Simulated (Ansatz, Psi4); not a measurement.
Approach curve of the dimer Br2Ge ··· HCl (SMILES [Br][Ge][Br] and Cl). Monomers: optimised at B3LYP-D3(BJ) (def2-TZVP), held rigid. Orientation: lowest of the rigid-body minima from ten starts at GFN2-xTB. Only R, the distance of the centres of mass, is varied, so the lowest point isn't the relaxed dimer.

Methods: PBE/def2-TZVP, counterpoise-corrected (Psi4); PBE0/def2-TZVP, counterpoise-corrected (Psi4); SAPT0/jun-cc-pVDZ, frozen core (Psi4); MP2/aug-cc-pVTZ = Psi4 with DF-MP2/aug-cc-pVTZ, frozen core, counterpoise-corrected; wB97M-V/def2-TZVP, counterpoise-corrected (Psi4); CCSD(T)/aug-cc-pVDZ = Ansatz (a quantum-chemistry and plane-wave program) with CCSD(T) on RHF/aug-cc-pVDZ, cores with 3d frozen, counterpoise-corrected.

Cost and agreement with CCSD(T)/aug-cc-pVDZ over the 10 points of the scan, with CCSD(T)/aug-cc-pVDZ as yardstick. Costs are rough ratios of core time within Psi4 on shared cores, each with its mean field (Kohn-Sham runs search longer for lower solutions than correlated ones do); the miss is the largest difference from CCSD(T) of the interaction energy, in kJ/mol.

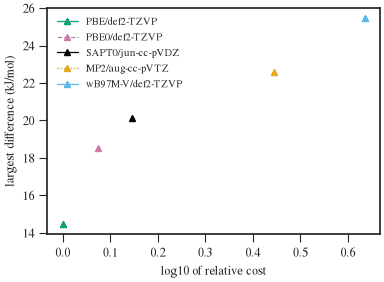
Figure: Miss against cost, one point a level.

| level | relative cost | largest difference |
|---|---|---|
| PBE/def2-TZVP | 1 | 14.48 |
| PBE0/def2-TZVP | 1 | 18.55 |
| SAPT0/jun-cc-pVDZ | 1 | 20.10 |
| MP2/aug-cc-pVTZ | 3 | 22.61 |
| wB97M-V/def2-TZVP | 4 | 25.48 |

Costs within a factor of two of each other count as equal.
